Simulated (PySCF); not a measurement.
Molecule (SMILES): Cl[C]Cl (closed-shell singlet).
Geometry (B3LYP-D3(BJ)/def2-TZVP, fixed):
```xyz
3

Cl    -1.4025    -0.2001     0.0210
C     -0.0305     0.8441     0.0088
Cl     1.4133    -0.0978    -0.0241
```
Charge 0, spin multiplicity 1.

Basis-set convergence of the lowest singlet excitation energy at PBE0 with PySCF. Tamm-Dancoff approximation; the state is taken by its order, and sets in which it differs in degeneracy or brightness are left out, yet its character can still change. All functions are spherical. Density fitting with generated auxiliary sets. No added dispersion term, no relativity. Reference: the value in aug-pcseg-3, 2.566 eV, itself unsure by roughly 0.010 eV (its mean distance from aug-cc-pV(Q+d)Z, aug-pcseg-2, aug-cc-pV(T+d)Z). Deviations are taken from unrounded values. Cost is core time over that of 6-31G**, rough, on shared machines of one kind; a dash marks a row that isn't timed (too short, read off another run, short of memory, by another algorithm or on other hardware).

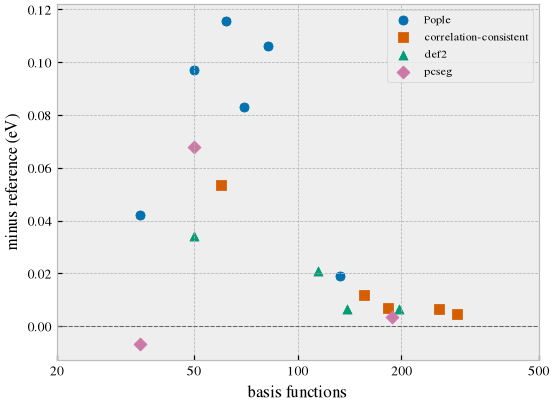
Fig. 1. Deviation from the reference against the number of basis functions, by family of sets.

| basis | functions | lowest singlet excitation energy (eV) | minus reference (eV) | cost |
|---|---|---|---|---|
| 3-21G | 35 | 2.608 | 0.042 | - |
| pcseg-0 | 35 | 2.559 | -0.007 | - |
| 6-31G** | 50 | 2.663 | 0.097 | 1× |
| def2-SVP | 50 | 2.600 | 0.034 | 1× |
| pcseg-1 | 50 | 2.634 | 0.068 | 1× |
| cc-pV(D+d)Z | 60 | 2.619 | 0.053 | 1× |
| 6-31+G* | 62 | 2.682 | 0.116 | - |
| 6-311G** | 70 | 2.649 | 0.083 | 2× |
| 6-311+G** | 82 | 2.672 | 0.106 | 3× |
| def2-TZVPP | 115 | 2.587 | 0.021 | 4× |
| 6-311++G(3df,3pd) | 133 | 2.585 | 0.019 | 7× |
| def2-TZVPPD | 139 | 2.572 | 0.006 | 7× |
| aug-cc-pV(T+d)Z | 156 | 2.577 | 0.012 | 10× |
| cc-pV(Q+d)Z | 183 | 2.573 | 0.007 | 10× |
| pcseg-3 | 188 | 2.569 | 0.003 | 10× |
| def2-QZVPP | 197 | 2.572 | 0.006 | 10× |
| aug-cc-pV(Q+d)Z | 258 | 2.572 | 0.006 | 30× |
| cc-pV(5+d)Z | 291 | 2.570 | 0.005 | 40× |
